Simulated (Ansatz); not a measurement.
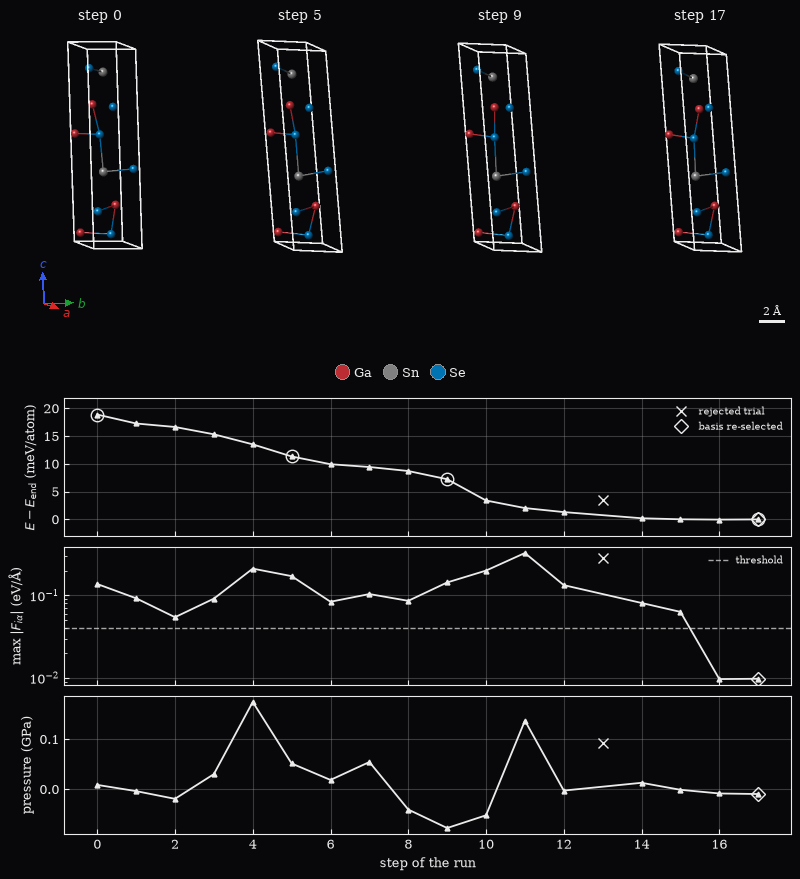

Frames of a relaxation of crystalline Ga$_{2}$SnSe$_{3}$ (a generated structure, set up in P1) (coarse preliminary run), marked on the history of the run. A ball-and-stick model of the cell of the calculation, seen slightly off an axis.

Theory: DFT PBE, scalar-relativistic, plane waves, PAW (Ansatz 0.2.0). Set-up: plane-wave cutoff 420 eV; k-point mesh 4 × 4 × 1; occupations gaussian; smearing width 0.1 eV; no spin polarisation; cell and atoms relaxed; force threshold 0.04 eV/Å; at most 70 steps.

**Describe the path.**

Over 15 accepted moves (17 points after the start) the energy falls by 18.9 meV per atom. The largest force component goes from 0.14 to 0.0098 eV/Å. The pressure goes from 0.01 to −0.01 GPa. The line search rejected the trial step at point 13 of the run. The SCF was repeated once at an unchanged geometry on a basis and grid sized afresh for the cell, which shifted the energy by less than 0.05 meV per atom at most. The atom that moves furthest relative to the cell is a Ga atom (1.13 Å roughly along [1 1 0]). By element the largest moves are Ga 1.13 Å, Sn 0.39 Å, Se 0.33 Å. The drawn cell changes as follows: a 4.301 → 4.459 Å (+3.7 %), b 4.315 → 4.208 Å (−2.5 %), c 16.522 → 16.369 Å (−0.9 %), α 93.1° → 97.3°, β 95.0° → 97.9°, γ 90.3° → 90.0°; the volume changes by −1.1 %. Among the contacts that change: Ga–Se 3.499 → 2.634 Å, Ga–Se 2.741 → 3.572 Å, Se–Sn 3.799 → 3.353 Å, Se–Sn 3.233 → 3.587 Å. New bonds form, among them: Ga–Se (3.50 → 2.63 Å). Bonds break, among them: Ga–Se (2.74 → 3.57 Å). Bond angles that change, for instance: Ga–Se–Ga 86.3° → 100.9°, Se–Ga–Se 103.3° → 95.7°, Ga–Se–Sn 89.4° → 96.2°. The space group stays P1 (No. 1). Cost: 3.5 min on 1 thread of AMD EPYC 9R45 96-Core Processor (Zen 5) (shared host), peak memory 0.74 GiB. From step 0 to 5: a Ga atom moves most (0.48 Å), volume −0.1 %, energy −7.6 meV per atom. From step 5 to 9: a Ga atom moves most (0.37 Å), volume −1.4 %, energy −4.1 meV per atom. From step 9 to 17: a Ga atom moves most (0.36 Å), volume +0.4 %, energy −7.2 meV per atom.

Limits of the set-up: layers or molecules are held without a dispersion correction, so their spacing is unreliable.
